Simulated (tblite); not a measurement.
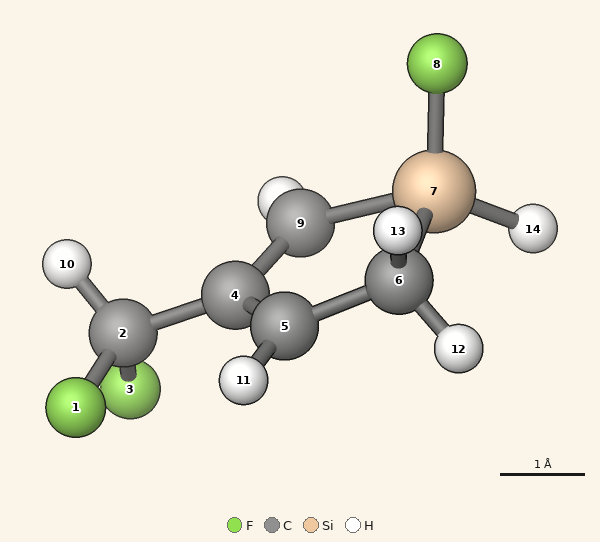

Figure 1. The input geometry (ball-and-stick view, seen at a tilt; atoms are numbered from 1 in the order of the input).

## Geometry relaxation of C₅H₆F₃Si

The run: geometry relaxation of C₅H₆F₃Si, multiplicity 2. Method and program: GFN2-xTB geometry optimisation, gas phase (tblite 0.8.0).

It belongs to a series of runs on one base structure; here: H removed from sp3 C.

The program's output
```
step      E/eV     max force
  0    -807.36700    2.135
  1    -807.47593    0.685
  2    -807.49702    0.562
  3    -807.52763    0.538
  4    -807.54888    0.443
  5    -807.56365    0.310
  6    -807.57492    0.256
  7    -807.58438    0.223
  8    -807.58859    0.145
  9    -807.59027    0.097
 10    -807.59168    0.134
 11    -807.59344    0.138
 12    -807.59490    0.108
 13    -807.59579    0.064
 14    -807.59631    0.053
 15    -807.59671    0.066
 16    -807.59703    0.048
 17    -807.59725    0.043
 18    -807.59742    0.039
 19    -807.59758    0.037
 20    -807.59774    0.035
 21    -807.59785    0.023
 22    -807.59793    0.024
 23    -807.59801    0.029
 24    -807.59814    0.041
 25    -807.59830    0.047
 26    -807.59849    0.041
 27    -807.59865    0.031
 28    -807.59881    0.035
 29    -807.59899    0.043
 30    -807.59922    0.049
 31    -807.59943    0.040
 32    -807.59960    0.030
 33    -807.59976    0.033
 34    -807.59994    0.038
 35    -807.60016    0.039
 36    -807.60036    0.031
 37    -807.60053    0.036
 38    -807.60071    0.040
 39    -807.60098    0.044
 40    -807.60136    0.054
 41    -807.60177    0.057
 42    -807.60209    0.050
 43    -807.60227    0.032
 44    -807.60239    0.022
 45    -807.60247    0.019
 46    -807.60252    0.016
 47    -807.60257    0.018
 48    -807.60261    0.018
 49    -807.60266    0.015
 50    -807.60269    0.012
 51    -807.60271    0.014
 52    -807.60274    0.015
 53    -807.60278    0.016
 54    -807.60281    0.013
 55    -807.60283    0.010
 56    -807.60284    0.009
```

Trajectory as extended XYZ (Å, eV, eV/Å), 7 of the 57 frames kept, from step=0 to step=56
```
15
Properties=species:S:1:pos:R:3:forces:R:3 step=0 energy=-807.36700
F     2.9100   -0.8300   -0.3933   -0.2770   0.4460   0.0140
C     2.2273    0.3260   -0.1099    0.1300  -0.8270   0.7320
F     2.7415    0.7543    1.0910   -0.2110  -0.0620  -0.4520
C     0.7461    0.1020   -0.0142   -1.0070   1.6960   0.8160
C     0.1211   -1.0829   -0.2327   -0.7150  -0.7650  -0.2710
C    -1.3917   -1.1439   -0.0921    0.7460   0.5210   0.4830
Si   -1.8650    0.6343    0.4255    0.1520  -0.5610   1.0140
F    -2.6832    1.3441   -0.7406   -0.6160   0.3480  -0.3970
C    -0.1129    1.1975    0.3780    1.0380  -0.6690  -0.1420
H     2.4694    1.0596   -0.8652    0.2980   0.4140  -0.3710
H     0.6666   -1.9771   -0.5269   -0.1470   0.2390   0.0990
H    -1.6697   -1.8668    0.6862    0.1570  -0.0270  -0.4410
H    -1.8636   -1.4133   -1.0278    0.0500  -0.3480  -0.1140
H    -2.5082    0.7401    1.7581   -0.0080   0.0540  -0.6030
H     0.2077    2.1642    0.7570    0.4090  -0.4600  -0.3670
15
Properties=species:S:1:pos:R:3:forces:R:3 step=9 energy=-807.59027
F     2.8522   -0.8287   -0.3962    0.0550   0.0120   0.0380
C     2.2096    0.3244   -0.0925   -0.0420  -0.0250  -0.0150
F     2.7331    0.7614    1.0853    0.0250  -0.0530  -0.0400
C     0.7215    0.1275    0.0258   -0.0180  -0.0270   0.0150
C     0.1081   -1.0767   -0.2344    0.0160  -0.0060  -0.0150
C    -1.3709   -1.1305   -0.0872    0.0440   0.0120   0.0080
Si   -1.8614    0.6357    0.4557    0.0410   0.0010   0.0410
F    -2.7585    1.3490   -0.6899   -0.0140  -0.0240   0.0930
C    -0.0852    1.1897    0.4210   -0.0260   0.0090  -0.0720
H     2.4796    1.0675   -0.8634   -0.0090  -0.0170   0.0260
H     0.6592   -1.9554   -0.5265    0.0260   0.0100  -0.0140
H    -1.6282   -1.9064    0.6372   -0.0050   0.0350   0.0030
H    -1.8283   -1.4555   -1.0256    0.0280   0.0640   0.0160
H    -2.5899    0.7687    1.7047   -0.0700   0.0130  -0.0660
H     0.3547    2.1373    0.6792   -0.0510  -0.0030  -0.0170
15
Properties=species:S:1:pos:R:3:forces:R:3 step=19 energy=-807.59758
F     2.8638   -0.8338   -0.3938   -0.0050   0.0060   0.0130
C     2.2159    0.3169   -0.0911   -0.0110   0.0050  -0.0120
F     2.7425    0.7493    1.0864    0.0090  -0.0130  -0.0180
C     0.7274    0.1246    0.0263    0.0070  -0.0030   0.0040
C     0.1164   -1.0796   -0.2321   -0.0030  -0.0130  -0.0010
C    -1.3609   -1.1266   -0.0820   -0.0260   0.0110   0.0010
Si   -1.8589    0.6356    0.4694   -0.0120  -0.0070  -0.0260
F    -2.7828    1.3458   -0.6572    0.0150  -0.0150   0.0250
C    -0.0845    1.1895    0.4056   -0.0220   0.0070   0.0030
H     2.4822    1.0606   -0.8618    0.0210   0.0000   0.0190
H     0.6701   -1.9541   -0.5325   -0.0020  -0.0030   0.0100
H    -1.6277   -1.9051    0.6347    0.0030  -0.0070  -0.0070
H    -1.8203   -1.4305   -1.0251    0.0080   0.0080  -0.0040
H    -2.6321    0.7729    1.6895    0.0090  -0.0090   0.0070
H     0.3445    2.1423    0.6569    0.0080   0.0340  -0.0120
15
Properties=species:S:1:pos:R:3:forces:R:3 step=28 energy=-807.59881
F     2.8547   -0.8421   -0.3928    0.0050   0.0170  -0.0060
C     2.2188    0.3156   -0.0899   -0.0140   0.0010   0.0000
F     2.7508    0.7385    1.0887   -0.0190  -0.0110   0.0030
C     0.7278    0.1318    0.0252    0.0010  -0.0110   0.0010
C     0.1165   -1.0750   -0.2248    0.0080  -0.0250   0.0020
C    -1.3613   -1.1254   -0.0835   -0.0090   0.0220   0.0030
Si   -1.8581    0.6326    0.4758   -0.0210   0.0090  -0.0220
F    -2.7920    1.3400   -0.6430   -0.0060   0.0020   0.0060
C    -0.0873    1.1977    0.3956   -0.0150   0.0000  -0.0050
H     2.4984    1.0605   -0.8549   -0.0100  -0.0200   0.0020
H     0.6679   -1.9535   -0.5150    0.0330  -0.0110   0.0050
H    -1.6325   -1.9138    0.6209    0.0060   0.0060  -0.0160
H    -1.8143   -1.4158   -1.0345    0.0130   0.0070   0.0080
H    -2.6276    0.7574    1.6990    0.0120   0.0010   0.0210
H     0.3339    2.1595    0.6262    0.0160   0.0130   0.0000
15
Properties=species:S:1:pos:R:3:forces:R:3 step=37 energy=-807.60053
F     2.8452   -0.8489   -0.3968    0.0030   0.0270  -0.0050
C     2.2160    0.3108   -0.0864   -0.0010   0.0140   0.0100
F     2.7417    0.7154    1.1011    0.0170   0.0130   0.0020
C     0.7247    0.1371    0.0225    0.0100  -0.0070  -0.0220
C     0.1200   -1.0755   -0.2082    0.0030  -0.0190  -0.0030
C    -1.3590   -1.1219   -0.0904   -0.0090   0.0120  -0.0020
Si   -1.8594    0.6326    0.4784    0.0040   0.0080  -0.0080
F    -2.8222    1.3385   -0.6162    0.0000  -0.0070   0.0230
C    -0.0935    1.2089    0.3693    0.0030  -0.0050  -0.0080
H     2.5048    1.0593   -0.8440    0.0010  -0.0040   0.0170
H     0.6849   -1.9545   -0.4703   -0.0160  -0.0320   0.0050
H    -1.6446   -1.9231    0.5926   -0.0180   0.0000  -0.0240
H    -1.7952   -1.3851   -1.0568    0.0000  -0.0200   0.0090
H    -2.5948    0.7370    1.7253    0.0020   0.0140   0.0010
H     0.3271    2.1773    0.5731    0.0000   0.0080   0.0050
15
Properties=species:S:1:pos:R:3:forces:R:3 step=47 energy=-807.60257
F     2.8538   -0.8387   -0.4055    0.0030   0.0060  -0.0040
C     2.2178    0.3126   -0.0803   -0.0010   0.0010   0.0070
F     2.7346    0.7004    1.1173    0.0050   0.0020   0.0080
C     0.7263    0.1330    0.0151   -0.0070  -0.0060  -0.0160
C     0.1221   -1.0855   -0.1889   -0.0120  -0.0070   0.0030
C    -1.3603   -1.1201   -0.1041   -0.0100   0.0040   0.0060
Si   -1.8562    0.6322    0.4788   -0.0020  -0.0060   0.0040
F    -2.8669    1.3379   -0.5703    0.0120  -0.0060  -0.0030
C    -0.0953    1.2123    0.3308    0.0030  -0.0050   0.0070
H     2.5105    1.0751   -0.8218   -0.0080   0.0010   0.0020
H     0.6844   -1.9783   -0.4087   -0.0010   0.0020  -0.0010
H    -1.6761   -1.9329    0.5508    0.0070   0.0020  -0.0040
H    -1.7752   -1.3596   -1.0867    0.0060   0.0110   0.0050
H    -2.5466    0.7333    1.7526    0.0010   0.0000  -0.0040
H     0.3226    2.1863    0.5141    0.0030   0.0020  -0.0100
15
Properties=species:S:1:pos:R:3:forces:R:3 step=56 energy=-807.60284
F     2.8581   -0.8333   -0.4102   -0.0010   0.0000  -0.0040
C     2.2172    0.3133   -0.0787    0.0010   0.0010   0.0000
F     2.7316    0.6964    1.1218    0.0020  -0.0020   0.0010
C     0.7262    0.1300    0.0140   -0.0020  -0.0010  -0.0010
C     0.1213   -1.0891   -0.1847   -0.0030  -0.0020   0.0080
C    -1.3611   -1.1198   -0.1032   -0.0020  -0.0010   0.0000
Si   -1.8544    0.6317    0.4829   -0.0010  -0.0030   0.0010
F    -2.8661    1.3341   -0.5672    0.0020   0.0000   0.0000
C    -0.0944    1.2110    0.3265   -0.0010   0.0000  -0.0040
H     2.5060    1.0815   -0.8155    0.0030   0.0030   0.0000
H     0.6818   -1.9841   -0.3996    0.0040   0.0050   0.0010
H    -1.6813   -1.9375    0.5429   -0.0010   0.0010  -0.0030
H    -1.7724   -1.3469   -1.0901   -0.0020  -0.0020   0.0010
H    -2.5408    0.7333    1.7585   -0.0010   0.0020  -0.0010
H     0.3239    2.1874    0.4958    0.0010  -0.0010   0.0020
```

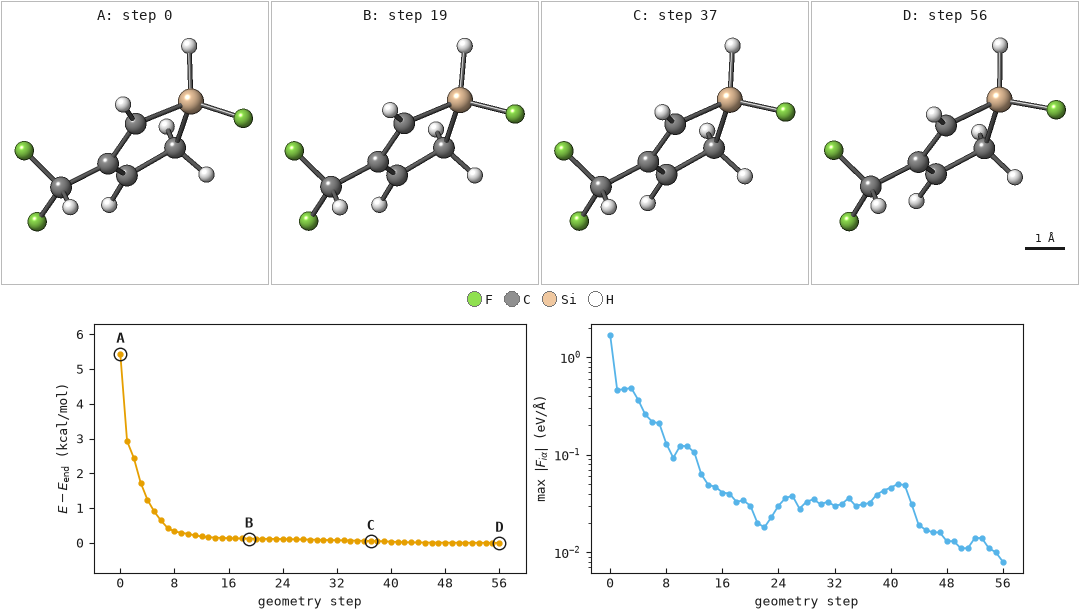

Figure 2. Frames of the relaxation (ball-and-stick view, seen at a tilt) above the curves, on which the letters mark them (steps are counted from 0).

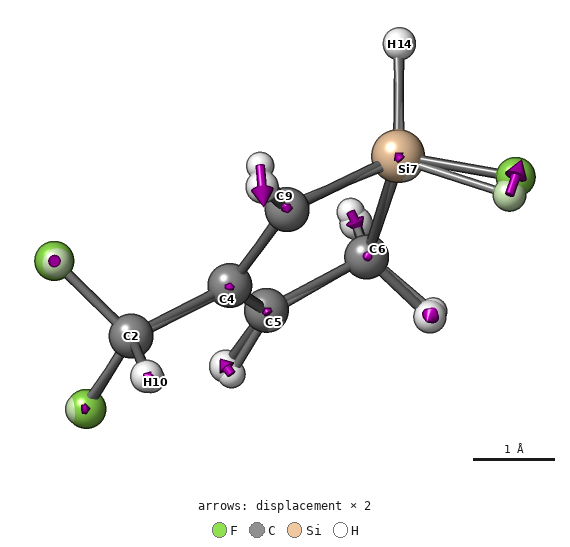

Figure 3. Start (faint) and end (solid) with the displacements as pink arrows, magnified 2 times (ball-and-stick view, seen at a tilt). The two geometries are laid on each other by the best rigid fit. The atom that moves furthest after the best rigid fit is H15 (0.29 Å). Largest moves by element: H 0.29 Å, F 0.25 Å, Si 0.06 Å, C 0.06 Å. Among the contacts that change: C4–C9 1.446 → 1.393 Å, C5–C6 1.521 → 1.485 Å, Si7–H14 1.483 → 1.452 Å, Si7–F8 1.592 → 1.619 Å. Among the angles that change: F8–Si7–H14 113.8° → 104.1°, Si7–C9–H15 123.0° → 129.6°, C4–C9–H15 126.4° → 120.7°. After 56 geometry steps the energy has fallen by 5.44 kcal/mol. Largest force component: 1.7 eV/Å at the start, 0.008 eV/Å at the end. (Atoms are counted from 1 in the order of the input.)

This output came from the following input.

The input
```
{"job": {"kind": "relax", "xc": "GFN2-xTB", "basis": "xTB"}, "charge": 0, "multiplicity": 2}
F      2.910000    -0.830000    -0.393300
C      2.227300     0.326000    -0.109900
F      2.741500     0.754300     1.091000
C      0.746100     0.102000    -0.014200
C      0.121100    -1.082900    -0.232700
C     -1.391700    -1.143900    -0.092100
Si    -1.865000     0.634300     0.425500
F     -2.683200     1.344100    -0.740600
C     -0.112900     1.197500     0.378000
H      2.469400     1.059600    -0.865200
H      0.666600    -1.977100    -0.526900
H     -1.669700    -1.866800     0.686200
H     -1.863600    -1.413300    -1.027800
H     -2.508200     0.740100     1.758100
H      0.207700     2.164200     0.757000
```

The first line tells a small driver script what to run in tblite; the rest is the geometry in Å.

Launched with:
```bash
OMP_NUM_THREADS=1 python <driver script> task.json out
```

Results in brief

| quantity | value |
| --- | --- |
| outcome | converged |
| total energy | −807.6028 eV |
| hardware | 1 CPU thread, shared host |
| peak memory | 0.18 GiB |
